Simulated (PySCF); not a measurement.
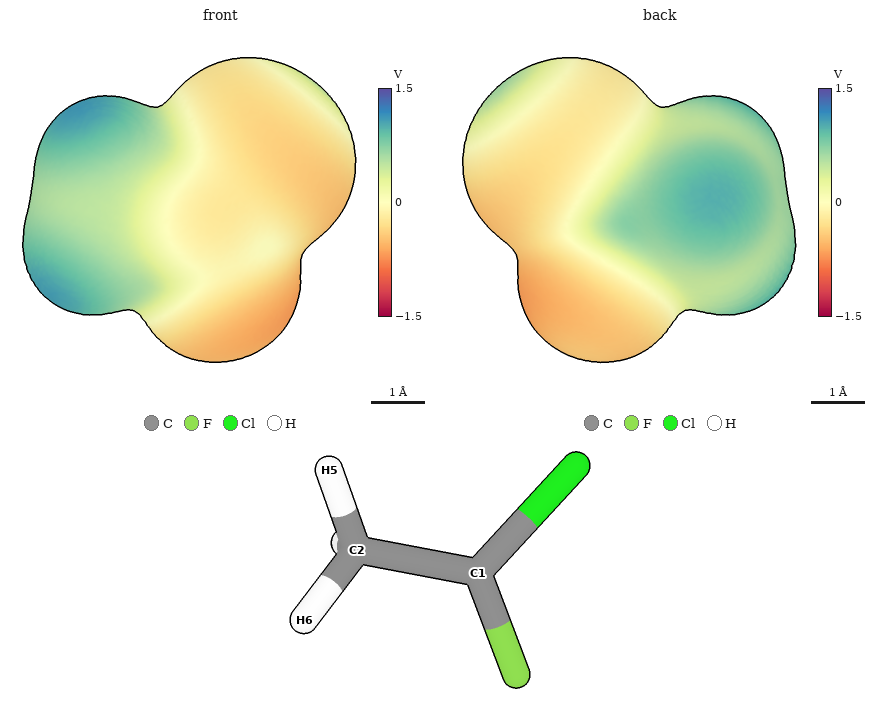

Figure 1: C2H3ClF (SMILES C[C](F)Cl) (doublet). The molecular electrostatic potential painted on the density surface at 0.002 e/bohr³, seen from the front and from behind; red is negative and blue positive. The bare structure is drawn below in the same view.

Geometry: PBE0-D3(BJ)/def2-SVP.

All numbers below come from PySCF 2.14.0, density-fitted response routines, UKS B3LYP, IGLO-III on C Cl F, pcH-1 on H, non-relativistic, mean-field spin-orbit, GIAO.

Input file:

```
{"job": {"kind": "epr"}, "charge": 0, "multiplicity": 2}
C      0.806084     0.001952     0.194022
C     -0.649771    -0.205169     0.015656
F      1.581558    -0.640222    -0.673280
Cl     1.370723     1.598109     0.539621
H     -1.203237     0.230807     0.857307
H     -0.863366    -1.282894    -0.037142
H     -1.011827     0.263353    -0.919237
```

Launched as:

```sh
OMP_NUM_THREADS=1 python cluster_run.py task.json out
```

Q: Describe the electrostatic potential map.

A: The most negative region (about −0.7 V) lies over F3, the most positive (about +1.1 V) over H5 and H6. Cl4 shows a σ-hole: about +0.6 V at the tip opposite its bond, against about −0.3 V on its flanks.
